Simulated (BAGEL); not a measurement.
# Si2H5 (SMILES [SiH2][SiH3]): FCI/STO-3G (density fitting with cc-pvqz-jkfit)

Aim: the vertical ionisation energy of Si2H5 at FCI/STO-3G (density fitting with cc-pvqz-jkfit), from 2 runs. 

The results are computed with BAGEL 1.2.2.

## Step 1: The molecule

Si2H5 has 7 atoms, charge 0, and is taken as a doublet. As SMILES, `[SiH2][SiH3]`. The coordinates come from a PBE0-D4/def2-TZVP relaxation.

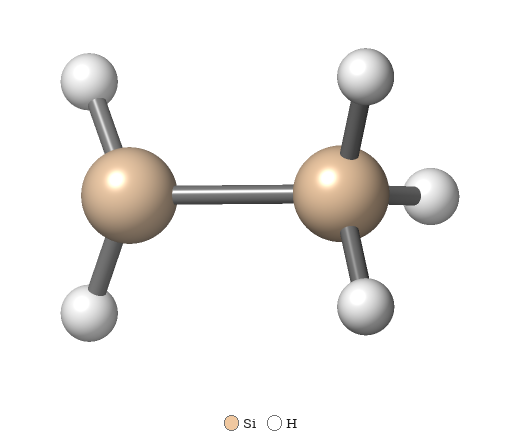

Viewed from a chosen angle; silicon light orange, hydrogen white.

## Step 2: A single-point energy at FCI/STO-3G (density fitting with cc-pvqz-jkfit)

The input, job.json:

```json
{ "bagel": [

{
  "title": "molecule",
  "basis": "sto-3g",
  "df_basis": "cc-pvqz-jkfit",
  "angstrom": "true",
  "geometry": [
    { "atom": "Si", "xyz": [   -0.209600,   -1.361200,   -0.191100 ] },
    { "atom": "Si", "xyz": [    0.357900,    0.889200,   -0.062000 ] },
    { "atom": "H", "xyz": [   -0.002600,   -2.123900,    1.070300 ] },
    { "atom": "H", "xyz": [   -1.573600,   -1.624600,   -0.725600 ] },
    { "atom": "H", "xyz": [    0.210000,    1.502800,   -1.408000 ] },
    { "atom": "H", "xyz": [   -0.495800,    1.643100,    0.898600 ] },
    { "atom": "H", "xyz": [    1.774900,    1.006800,    0.372200 ] }
  ]
},
{ "title": "hf", "charge": 1 },
{ "title": "fci", "nstate": 1, "ncore": 10, "nspin": 1 }

]}
```

On the command line:

```console
BAGEL_NUM_THREADS=1 BAGEL job.json > job.out
```

What it wrote:

```text
* using 1 threads per process

  ===============================================================
  ===============================================================

  *** Geometry ***

  { "atom" : "Si", "xyz" : [     -0.396087,     -2.572295,     -0.361127 ] },
  { "atom" : "Si", "xyz" : [      0.676333,      1.680344,     -0.117163 ] },
  { "atom" : "H", "xyz" : [     -0.004913,     -4.013589,      2.022574 ] },
  { "atom" : "H", "xyz" : [     -2.973673,     -3.070049,     -1.371185 ] },
  { "atom" : "H", "xyz" : [      0.396842,      2.839880,     -2.660734 ] },
  { "atom" : "H", "xyz" : [     -0.936926,      3.105009,      1.698108 ] },
  { "atom" : "H", "xyz" : [      3.354075,      1.902576,      0.703356 ] },

  Number of auxiliary basis functions:      551

  Since a DF basis is specified, we compute 2- and 3-index integrals:
    o Being stored without compression. Storage requirement is 0.002 GB

  Number of basis functions:       23
  Number of electrons      :       33

    * METHOD: MOLECULE                             0.17

  *** RHF ***

  === Nuclear Repulsion ===
    82.7973840228

      * DIIS with orbital gradients will be used.

  === RHF iteration (sto-3g) ===
      0       -573.82099810          0.01360935           0.01
      1       -573.86980115          0.00235278           0.01
      2       -573.87103012          0.00060920           0.01
      3       -573.87115225          0.00006485           0.01
      4       -573.87115352          0.00001180           0.01
      5       -573.87115357          0.00000372           0.01
      6       -573.87115358          0.00000140           0.01
      7       -573.87115358          0.00000040           0.01
      8       -573.87115358          0.00000010           0.01
      9       -573.87115358          0.00000001           0.01
     10       -573.87115358          0.00000000           0.01
    * SCF iteration converged.

    * Permanent dipole moment:
           (    0.168677,     1.431887,     0.250024) a.u.

    * METHOD: HF                                   0.16

  ---------------------------
        FCI calculation
  ---------------------------

  Performs exactly the same way as Knowles & Handy 1984 CPL

  o alpha-beta strings
      length:          3432
  o size of the space
      determinant space:  2944656
      spin-adapted space: 1288287

  o single displacement lists (alpha)
      length:         84084
  o single displacement lists (beta)
      length:         82368

     guess   0:   closed 111111.......        open ......1......

  === FCI iteration ===

      0  0      -574.02076801     2.41e-04      4.60
      1  0      -574.14507303     1.10e-04      4.76
      2  0      -574.16387974     4.45e-05      4.61
      3  0      -574.16636246     1.74e-05      4.36
      4  0      -574.16674000     7.30e-06      4.60
      5  0      -574.16681263     3.44e-06      4.29
      6  0      -574.16682825     1.59e-06      4.54
      7  0      -574.16683119     6.64e-07      4.45
      8  0      -574.16683171     3.16e-07      4.38
      9  0      -574.16683182     1.50e-07      4.51
     10  0      -574.16683185     6.67e-08      4.36
     11  0      -574.16683185     3.12e-08      4.62
     12  0      -574.16683186     1.40e-08      4.42
     13  0      -574.16683186     5.78e-09      4.37
     14  0      -574.16683186     2.50e-09      4.63
     15  0      -574.16683186     9.81e-10      4.52
     16  0      -574.16683186     3.79e-10      4.46
     17  0      -574.16683186     1.56e-10      4.82
     18  0 *    -574.16683186     6.56e-11      3.99

     * ci vector, state   0, <S^2> = 0.7500
       222222a......     0.9291748512
       22222aab.....    -0.0928343120
       22222a2......     0.0823535690
       22222baa.....     0.0802968500
       a222222......     0.0761082828
       22a222a.b....     0.0577688324
       22222aa..b...     0.0540927802
       222a222......     0.0535669653

    * METHOD: FCI                                 86.84

  ===============================================================
```

It took 87 s on 1 thread of Arm Neoverse V2, shared host; peak memory 5 GiB.

## Step 3: The singlet cation

The input, calc.json:

```json
{ "bagel" : [

{
  "title" : "molecule",
  "basis" : "sto-3g",
  "df_basis" : "cc-pvqz-jkfit",
  "angstrom" : true,
  "geometry" : [
    { "atom" : "Si", "xyz" : [      -0.209600,      -1.361200,      -0.191100 ] },
    { "atom" : "Si", "xyz" : [       0.357900,       0.889200,      -0.062000 ] },
    { "atom" : "H", "xyz" : [      -0.002600,      -2.123900,       1.070300 ] },
    { "atom" : "H", "xyz" : [      -1.573600,      -1.624600,      -0.725600 ] },
    { "atom" : "H", "xyz" : [       0.210000,       1.502800,      -1.408000 ] },
    { "atom" : "H", "xyz" : [      -0.495800,       1.643100,       0.898600 ] },
    { "atom" : "H", "xyz" : [       1.774900,       1.006800,       0.372200 ] }
  ]
},

{
  "title" : "hf",
  "charge" : 1
},

{
  "title" : "fci",
  "nstate" : 1,
  "charge" : 1,
  "ncore" : 10
}

]}
```

On the command line:

```console
BAGEL_NUM_THREADS=1 BAGEL calc.json > calc.out
```

What it wrote:

```text
* using 1 threads per process

  ===============================================================
  ===============================================================

  *** Geometry ***

  { "atom" : "Si", "xyz" : [     -0.396087,     -2.572295,     -0.361127 ] },
  { "atom" : "Si", "xyz" : [      0.676333,      1.680344,     -0.117163 ] },
  { "atom" : "H", "xyz" : [     -0.004913,     -4.013589,      2.022574 ] },
  { "atom" : "H", "xyz" : [     -2.973673,     -3.070049,     -1.371185 ] },
  { "atom" : "H", "xyz" : [      0.396842,      2.839880,     -2.660734 ] },
  { "atom" : "H", "xyz" : [     -0.936926,      3.105009,      1.698108 ] },
  { "atom" : "H", "xyz" : [      3.354075,      1.902576,      0.703356 ] },

  Number of auxiliary basis functions:      551

  Since a DF basis is specified, we compute 2- and 3-index integrals:
    o Being stored without compression. Storage requirement is 0.002 GB

  Number of basis functions:       23
  Number of electrons      :       33

    * METHOD: MOLECULE                             0.18

  *** RHF ***

  === Nuclear Repulsion ===
    82.7973840228

      * DIIS with orbital gradients will be used.

  === RHF iteration (sto-3g) ===
      0       -573.82099810          0.01360935           0.01
      1       -573.86980115          0.00235278           0.01
      2       -573.87103012          0.00060920           0.01
      3       -573.87115225          0.00006485           0.01
      4       -573.87115352          0.00001180           0.01
      5       -573.87115357          0.00000372           0.01
      6       -573.87115358          0.00000140           0.01
      7       -573.87115358          0.00000040           0.01
      8       -573.87115358          0.00000010           0.01
      9       -573.87115358          0.00000001           0.01
     10       -573.87115358          0.00000000           0.01
    * SCF iteration converged.

    * Permanent dipole moment:
           (    0.168677,     1.431887,     0.250024) a.u.

    * METHOD: HF                                   0.15

  ---------------------------
        FCI calculation
  ---------------------------

  Performs exactly the same way as Knowles & Handy 1984 CPL

  o alpha-beta strings
      length:          3432
  o size of the space
      determinant space:  2944656
      spin-adapted space: 736164

  o single displacement lists (alpha)
      length:         82368
  o single displacement lists (beta)
      length:         82368

     guess   0:   closed 111111.......        open .............

  === FCI iteration ===

      0  0      -573.87115358     2.22e-04      4.45
      1  0      -573.97590822     8.81e-05      4.68
      2  0      -573.98668881     3.11e-05      5.09
      3  0      -573.98782992     1.12e-05      5.10
      4  0      -573.98798830     5.04e-06      4.71
      5  0      -573.98802564     2.71e-06      4.65
      6  0      -573.98803681     1.51e-06      4.65
      7  0      -573.98803970     7.11e-07      4.73
      8  0      -573.98804025     3.06e-07      4.43
      9  0      -573.98804034     1.32e-07      4.91
     10  0      -573.98804036     5.17e-08      4.53
     11  0      -573.98804036     2.13e-08      4.65
     12  0      -573.98804036     9.41e-09      4.68
     13  0      -573.98804036     3.95e-09      4.44
     14  0      -573.98804036     1.65e-09      4.68
     15  0      -573.98804036     7.48e-10      4.69
     16  0      -573.98804036     3.76e-10      4.75
     17  0      -573.98804036     2.04e-10      4.63
     18  0      -573.98804036     1.19e-10      4.63
     19  0 *    -573.98804036     6.36e-11      4.35

     * ci vector, state   0, <S^2> = 0.0000
       222222.......     0.9506594196
       22.222..2....    -0.0528754135

    * METHOD: FCI                                 95.05

  ===============================================================
```

It took 96 s on 1 thread of Arm Neoverse V2, shared host; peak memory 5 GiB.

## Step 4: Results

At FCI/STO-3G (density fitting with cc-pvqz-jkfit), 10 core orbitals frozen:

| quantity | value |
| --- | --- |
| doublet Si2H5: total energy | -574.16683 Eh |
| singlet cation: total energy | -573.98804 Eh |
| vertical ionisation energy (to the singlet cation) | 4.865 eV |

**Reading.** The vertical ionisation energy comes to 4.87 eV (469 kJ/mol). Only the singlet of the ionised species was computed; a triplet could lie lower. In a minimal basis such a difference can be off by several eV, whatever the method.
